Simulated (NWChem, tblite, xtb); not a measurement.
A ladder of methods for ZnAlH3O (SMILES [OH][AlH][ZnH])

The species is ZnAlH3O (6 atoms), meant as a singlet with charge 0. As SMILES, `[OH][AlH][ZnH]`. Geometry: a GFN2-xTB relaxation, a rough one for these elements and not checked as a minimum. This is one conformer, not always the lowest.

| atom | x (Å) | y (Å) | z (Å) |
| --- | --- | --- | --- |
| O | -1.3409 | -0.5586 | -0.7691 |
| Al | -0.1085 | 0.5217 | -0.5808 |
| Zn | 1.3669 | 0.0057 | 1.3224 |
| H | -2.0779 | -1.1261 | -0.9627 |
| H | -0.0089 | 1.6977 | -1.6092 |
| H | 2.1694 | -0.5403 | 2.5995 |

Quantity: the dipole moment, in D. The values are calculated.

| level | kind | program | value (D) | CPU time |
| --- | --- | --- | --- | --- |
| GFN2-xTB | semi-empirical | xtb | 1.40 | under 2 s |
| GFN1-xTB | semi-empirical | tblite | 0.75 | under 2 s |
| GFN0-xTB | semi-empirical | xtb | 1.83 | under 2 s |
| IPEA1-xTB | semi-empirical | tblite | 0.52 | under 2 s |
| HF/3-21G | Hartree–Fock | NWChem | 1.31 | 3.5 s |
| HF/6-31G | Hartree–Fock | NWChem | 0.87 | 15 s |
| HF/def2-SVP | Hartree–Fock | NWChem | 1.08 | 11 s |
| HF/6-31G** (spherical functions) | Hartree–Fock | NWChem | 1.24 | 24 s |
| PBE0/6-31G* (spherical functions) | global hybrid | NWChem | 1.38 | 24 s |
| PBE0/def2-SVP | global hybrid | NWChem | 1.28 | 14 s |

The values span 0.52 to 1.83 D. Magnitudes only. Sets without polarisation functions give poor dipoles. CPU times are rough (shared hosts, several kinds of processor): they show what a rung costs within a factor of a few.

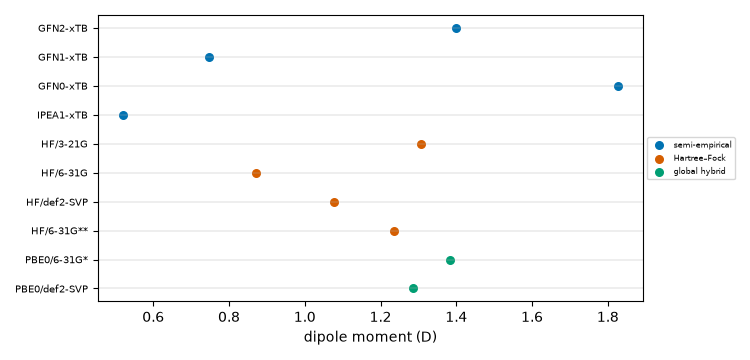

The values of the table, level by level.
